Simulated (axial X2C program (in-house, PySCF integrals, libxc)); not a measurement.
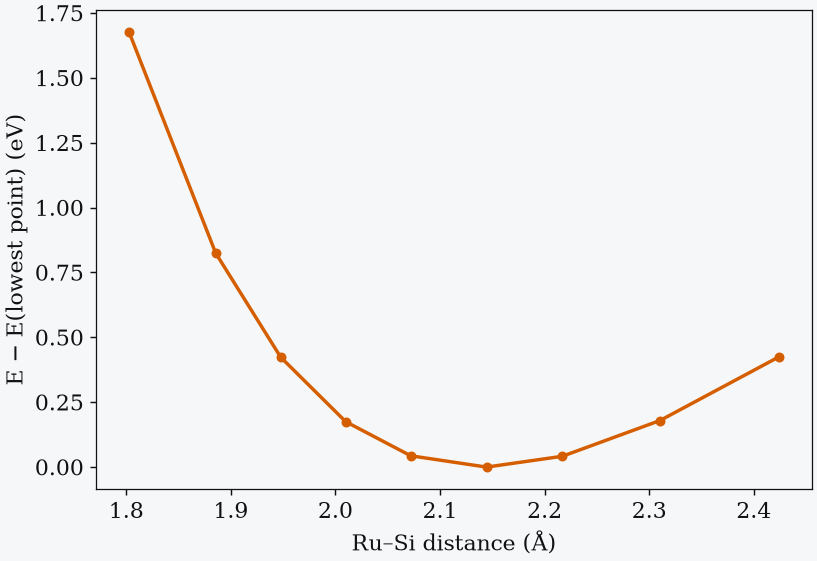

Fig. 1: Energy at 9 bond lengths, for one set of occupations held fixed; the line joins the points. A polynomial of degree 6 through 8 points gives rₑ = 2.141 Å, ωₑ = 449.9 cm⁻¹, ωₑxₑ = 1.9 cm⁻¹ and Bₑ = 0.1675 cm⁻¹. The minimum lies 3.81 eV below Ru⁺ + Si, each computed as one determinant at the same level.

**RuSi⁺: relativistic diatomic calculation**

- system: RuSi⁺, single determinant with Ω = 3/2 (not the lowest found).
- method: PBE0, two-component X2C with atomic mean-field Coulomb and Gaunt terms, Ru dyall-cv3z, Si dyall-v3z (cores contracted) (axial X2C program (in-house, PySCF integrals, libxc))

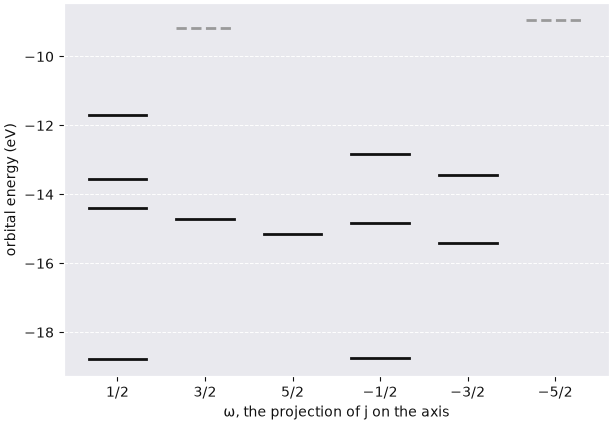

Fig. 2: Orbital energies near the frontier at 2.07 Å, filled (solid) and empty (dashed). The highest filled spinor (1/2; 54 % Si p, 36 % Ru s) lies at −11.71 eV, the lowest empty one (3/2; 98 % Ru d) at −9.18 eV.

These pictures come from the run below.

### The input
```
{"zs": [44, 14], "q": 1, "bas": ["dyall-cv3z", "dyall-v3z"], "levels": ["PBE0", "HF", "r2SCAN"], "cc": true, "r0": 2.41, "thr": -2.0, "nmax": 90, "npts": 10, "nst": 2, "ntry": 6}
```

The line is the task of a batch: nuclear charges, charge, bases, the levels to run, a first guess of the distance and further settings. This report covers PBE0 with spin-orbit coupling. The log is that of the reference distance 2.072 Å.

The run was one of a batch that the task file lists, launched with:
```bash
python <driver script> task.json out
```

### The program's output
```
two-component X2C + atomic mean field  PBE0
basis functions 196  fitting functions 970  grid points 5078
iter        total energy     max residual
   1      -4817.654239259     2.53e+00
   2      -4817.913013428     5.41e-03
   3      -4817.911523862     1.03e-02
   4      -4817.913148299     2.91e-03
   5      -4817.913314713     7.17e-04
   6      -4817.913324502     5.47e-05
   7      -4817.913324623     2.34e-05
   8      -4817.913324664     2.22e-05
   9      -4817.913324699     6.02e-06
  10      -4817.913324703     1.25e-06
  11      -4817.913324703     6.77e-07
converged
one-electron -6942.55889537  Coulomb 2124.63858431  exact exchange -38.12605181  xc functional -116.91453953  nuclear repulsion 157.32295460  atomic mean-field constant -2.27537690
```

### The points of the curve

```csv
R (Å),E (hartree),"dipole (D; origin at the first atom, positive when the second is positive)",highest filled (eV),lowest empty (eV)
1.803,−4817.853285,2.75,−11.62,−9.75
1.885,−4817.884620,2.86,−11.67,−9.56
1.948,−4817.899370,2.96,−11.69,−9.43
2.010,−4817.908491,3.08,−11.70,−9.30
2.072,−4817.913325,3.21,−11.71,−9.18
2.144,−4817.914926,3.37,−11.70,−9.05
2.217,−4817.913393,3.54,−11.67,−8.93
2.310,−4817.908331,3.80,−11.62,−8.78
2.424,−4817.899302,4.15,−11.54,−8.61
```

### Summary

```tsv
quantity	value
outcome	converged
bond length rₑ	2.141 Å
ωₑ	449.9 cm⁻¹
energy at the minimum	−4817.91493 hartree
depth below the fragments	3.81 eV
hardware	1 thread of Arm Neoverse V2, 112 GiB of memory available, shared host
wall time	6.9 s
peak memory	0.71 GiB
```

### Notes

Caveats: 9 of the 10 points asked for were kept.
